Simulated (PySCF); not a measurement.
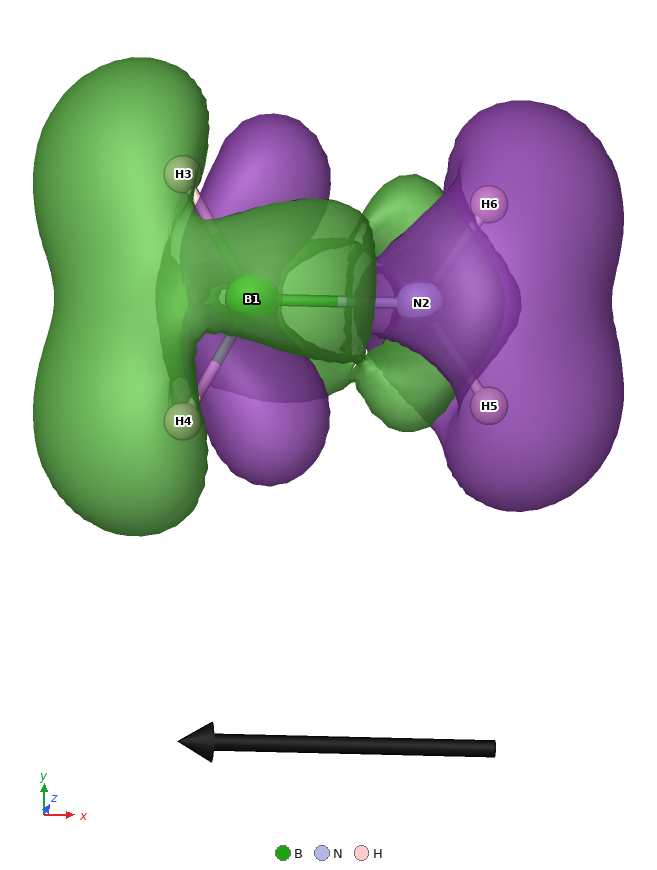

Figure 1: BH₄N, SMILES `BN`. Change of the electron density in a uniform field of 0.26 V/Å along −x (arrow), surfaces at ±0.001 e/Å³ (purple: gain, green: loss).

Computed with PySCF, BLYP/def2-SVPD, geometry: GFN2-xTB. No frequency check shows the geometry to be a minimum.

> What dipole is induced, and what polarisability does it imply?

The induced dipole is 0.41 D (along the field); α along this axis, from the fields in both directions, is 32 bohr³ (4.8 Å³).

> Which atoms gain and lose the most charge?

Electrons gather most on H5 and H6 alike (Hirshfeld charge changes by −0.009 e) and leave B1 most (+0.010 e); 0.039 electrons are displaced in all.

Run time: 9.8 s on 1 thread of Intel(R) Xeon(R) Platinum 8259CL CPU @ 2.50GHz (Skylake/Cascade Lake), with other jobs on the host, peak memory 0.31 GiB.
